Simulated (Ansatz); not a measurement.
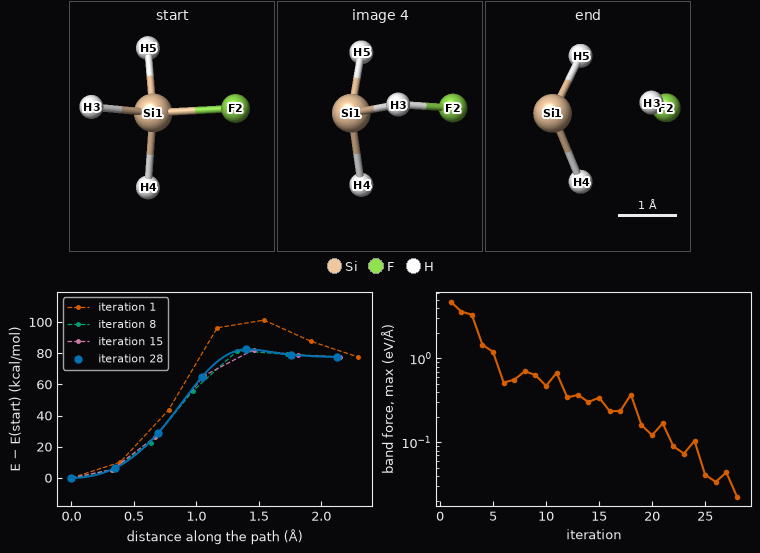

NEB run on SiH$_{3}$F. Images are numbered from 0 (start) to 6 (end). The plot follows the band through its iterations. The picture is a ball-and-stick view, seen at a tilt.

Method: Ansatz, RKS r2SCAN/def2-SVP.

Input file:
```yaml
crystal:
  periodic: [false, false, false]
  atoms:
    - { symbol: Si, position_ang: [0.246852, 0.0, 0.135977] }
    - { symbol: F, position_ang: [0.316548, 0.0, 1.760279] }
    - { symbol: H, position_ang: [1.635518, 0.0, -0.399312] }
    - { symbol: H, position_ang: [-0.477909, 1.221502, -0.308622] }
    - { symbol: H, position_ang: [-0.477909, -1.221502, -0.308622] }
basis:
  gaussian: { orbitals: def2-SVP }
hamiltonian:
  xc: r2scan
neb:
  order_check: false
  images: 5
  f_tol: 0.03
  max_iterations: 60
  max_displacement: 0.5
  optimiser: lbfgs
  final_atoms:
    - { symbol: Si, position_ang: [-0.0144345, 0.0, -0.74285223] }
    - { symbol: F, position_ang: [1.09739433, 0.0, 1.15656993] }
    - { symbol: H, position_ang: [1.97042485, 0.0, 0.82406377] }
    - { symbol: H, position_ang: [-0.90514234, 1.104941, -0.17904074] }
    - { symbol: H, position_ang: [-0.90514234, -1.104941, -0.17904074] }
  initial_path:
    images:
      - { positions_ang: [[0.246852, 0.0, 0.135977], [0.316548, 0.0, 1.760279], [1.635518, 0.0, -0.399312], [-0.477909, 1.221502, -0.308622], [-0.477909, -1.221502, -0.308622]] }
      - { positions_ang: [[0.16458931, 0.0, 0.09062123], [0.54407348, 0.0, 1.66854358], [1.62995546, 0.0, -0.14360873], [-0.54775913, 1.211468, -0.36792804], [-0.54775913, -1.211468, -0.36792804]] }
      - { positions_ang: [[0.08232662, 0.0, 0.04526546], [0.77159896, 0.0, 1.57680816], [1.62439293, 0.0, 0.11209454], [-0.61760926, 1.201434, -0.42723408], [-0.61760926, -1.201434, -0.42723408]] }
      - { positions_ang: [[6.394e-05, 0.0, -9.031e-05], [0.99912444, 0.0, 1.48507274], [1.61883039, 0.0, 0.36779781], [-0.68745938, 1.1914, -0.48654012], [-0.68745938, -1.1914, -0.48654012]] }
      - { positions_ang: [[-0.00476888, 0.0, -0.24767762], [1.03188107, 0.0, 1.37557181], [1.73602854, 0.0, 0.51988646], [-0.76002037, 1.16258033, -0.38404032], [-0.76002037, -1.16258033, -0.38404032]] }
      - { positions_ang: [[-0.00960169, 0.0, -0.49526493], [1.0646377, 0.0, 1.26607087], [1.8532267, 0.0, 0.67197512], [-0.83258136, 1.13376067, -0.28154053], [-0.83258136, -1.13376067, -0.28154053]] }
      - { positions_ang: [[-0.0144345, 0.0, -0.74285223], [1.09739433, 0.0, 1.15656993], [1.97042485, 0.0, 0.82406377], [-0.90514234, 1.104941, -0.17904074], [-0.90514234, -1.104941, -0.17904074]] }
```

Launched with:
```bash
ansatz run input.yaml --threads 1 --pin off --max-ram 2048MiB --backend cpu --events-out ev --progress --plain --runs-dir out
```

> How did the profile develop, and is the result final?

The run is converged, with reservations. The band converged in 28 iterations. The largest component of the band force went from 4.8 to 0.023 eV/Å. The climbing image converged on the top of the path. Its curvatures weren't checked. The step length is far from the usual. The first iteration put the highest image at 101.3 kcal/mol. Forward barrier 82.5 kcal/mol, backward barrier 4.9 kcal/mol, with image 4 at the top; the reaction energy is +77.7 kcal/mol.

The run took 3.5 min on 1 thread of Arm Neoverse V1, with other jobs on the host, peak memory 0.1 GiB.
